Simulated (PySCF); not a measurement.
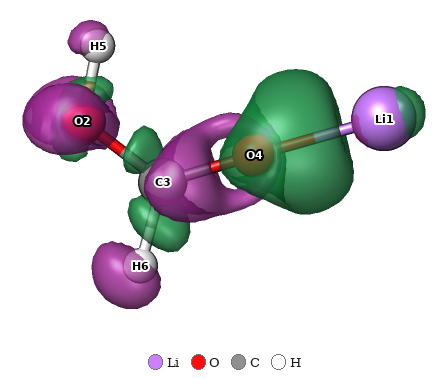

Figure. CH2LiO2, charge +1, SMILES `[Li+].OC=O`. Density of the complex less the densities of the two fragments at the same geometry, ±0.02 e/Å³ (green: gain, purple: loss). Fragment A: Li(+1) (atom 1); fragment B: H2CO2.

Method: PBE0/def2-SVP; geometry: GFN2-xTB; program: PySCF. GFN2-xTB bond lengths at metals and heavier atoms can be off by up to 0.1 Å and shapes distorted, which carries into these values.

> How is the density rearranged on binding?

Hirshfeld charges show 0.042 e passing from B to A. By Hirshfeld charges, electrons gather most on O4 (−0.152 e) and leave O2 most (+0.065 e); 0.27 e is displaced in all.

> What is the interaction energy, and which contacts carry it?

The counterpoise-corrected interaction energy of the frozen fragments is −42.9 kcal/mol without dispersion correction and −43.4 kcal/mol with D3(BJ). D3 uses neutral-atom coefficients and tends to overbind metal cations. The pair geometry is semi-empirical, not a minimum at this level. Contacts: Li1···O4, 1.70 Å, ρ = 0.049 a.u. The pose is a local one from a semi-empirical search, not shown to be the most stable.
